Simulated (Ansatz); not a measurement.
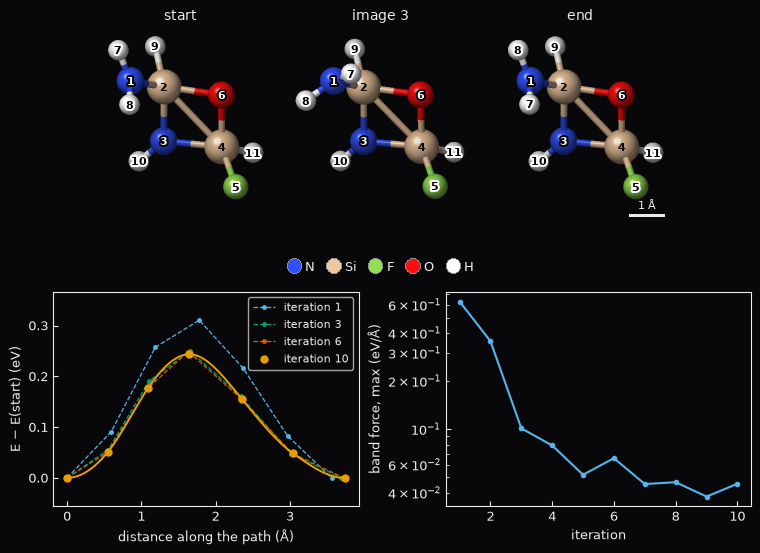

NEB run on Si₂N₂H₅OF. Images are numbered from 0 (start) to 6 (end). The plot follows the band through its iterations. The picture is a ball-and-stick view, seen from a free direction.

These are results of RKS BHLYP-D4/def2-SVP in Ansatz 0.2.0, not measurements.

Input
```yaml
crystal:
  periodic: [false, false, false]
  atoms:
    - { symbol: "N", position_ang: [1.831009, 0.864379, -0.375971] }
    - { symbol: Si, position_ang: [0.18619, 0.841179, 0.020204] }
    - { symbol: "N", position_ang: [-0.31254, -0.455755, 1.07306] }
    - { symbol: Si, position_ang: [-1.393103, -1.046597, -0.122179] }
    - { symbol: F, position_ang: [-1.01235, -2.491301, -0.71474] }
    - { symbol: O, position_ang: [-0.907617, 0.197515, -1.106297] }
    - { symbol: H, position_ang: [2.297806, 1.708686, -0.658374] }
    - { symbol: H, position_ang: [2.337721, 0.036691, -0.640755] }
    - { symbol: H, position_ang: [-0.177641, 2.218402, 0.383671] }
    - { symbol: H, position_ang: [-0.021997, -0.75788, 1.983679] }
    - { symbol: H, position_ang: [-2.827469, -1.115321, 0.157693] }
basis:
  gaussian: { orbitals: def2-SVP }
hamiltonian:
  xc: { name: BHLYP }
  dispersion: d4
neb:
  order_check: false
  images: 5
  f_tol: 0.05
  max_iterations: 60
  initial_path: linear
  final_atoms:
    - { symbol: "N", position_ang: [1.83200824, 0.8654417, -0.37581849] }
    - { symbol: Si, position_ang: [0.18690715, 0.84001622, 0.02017221] }
    - { symbol: "N", position_ang: [-0.3121416, -0.45704638, 1.07268595] }
    - { symbol: Si, position_ang: [-1.39356676, -1.04692964, -0.12224364] }
    - { symbol: F, position_ang: [-1.01538564, -2.49236791, -0.7145875] }
    - { symbol: O, position_ang: [-0.90622581, 0.19623529, -1.1069882] }
    - { symbol: H, position_ang: [2.33935719, 0.0391158, -0.6442591] }
    - { symbol: H, position_ang: [2.29773767, 1.7113868, -0.65552417] }
    - { symbol: H, position_ang: [-0.17802731, 2.2165485, 0.3844937] }
    - { symbol: H, position_ang: [-0.02272591, -0.758659, 1.9838865] }
    - { symbol: H, position_ang: [-2.82792821, -1.11374338, 0.15817374] }
```

Command:
```bash
ansatz run input.yaml --threads 2 --pin off --max-ram 3072MiB --backend cpu --events-out ev --progress --plain --runs-dir out
```

Judge this run.

Answer. The run is converged, with reservations. The band converged in 10 iterations. The largest component of the band force went from 0.63 to 0.045 eV/Å. The climbing image converged on the top of the path. Its curvatures weren't checked. The straight starting path can push atoms close together and costs iterations. The first iteration put the highest image at 0.311 eV. The barrier is about 0.243 eV in both directions, with image 3 at the top; the ends have the same energy.
